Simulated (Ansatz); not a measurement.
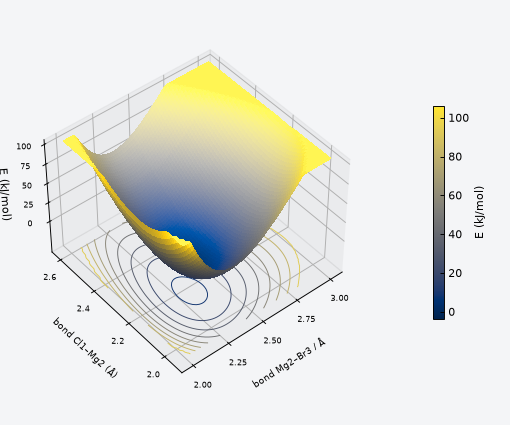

Energy landscape of BrClMg, SMILES [Cl][Mg][Br]. Two internal coordinates are moved rigidly from the geometry relaxed at PBE0-D4/def2-TZVP, all others fixed. Coordinates scanned: (1) bond Mg2–Br3; (2) bond Cl1–Mg2. The scan uses a 7 × 7 grid. Points are written as (first, second). Energies are in kJ/mol, from the lowest grid point. All numbers below come from Ansatz 0.2.0, RKS PBE-D4/def2-TZVPP.

The picture shows a relief with its contours projected below, any walls above the top of the colour scale cut off. Between grid points the surface is interpolated. 

**Summarise what can be read from the map.**

The lowest grid point is at (2.408 Å, 2.217 Å). The bottom of the well lies between grid points, at about (2.332 Å, 2.183 Å), about 3.6 kJ/mol lower on the interpolated surface. No other kind of well shows on this grid. The highest grid point, (3.014 Å, 2.604 Å), lies 171 kJ/mol above the lowest. Round the minimum the two coordinates are nearly uncoupled.

The values on the grid:

| bond Cl1–Mg2 ↓, bond Mg2–Br3 → | 1.994 | 2.093 | 2.238 | 2.408 | 2.596 | 2.799 | 3.014 |
| --- | --- | --- | --- | --- | --- | --- | --- |
| 2.604 | 148 | 97 | 63 | 62 | 87 | 126 | 171 |
| 2.467 | 120 | 68 | 34 | 33 | 57 | 96 | 141 |
| 2.337 | 99 | 47 | 13 | 11 | 35 | 73 | 118 |
| 2.217 | 89 | 37 | 2 | 0 | 23 | 61 | 106 |
| 2.109 | 93 | 41 | 6 | 3 | 25 | 63 | 108 |
| 2.016 | 112 | 59 | 23 | 20 | 42 | 80 | 124 |
| 1.953 | 136 | 83 | 47 | 43 | 65 | 102 | 146 |
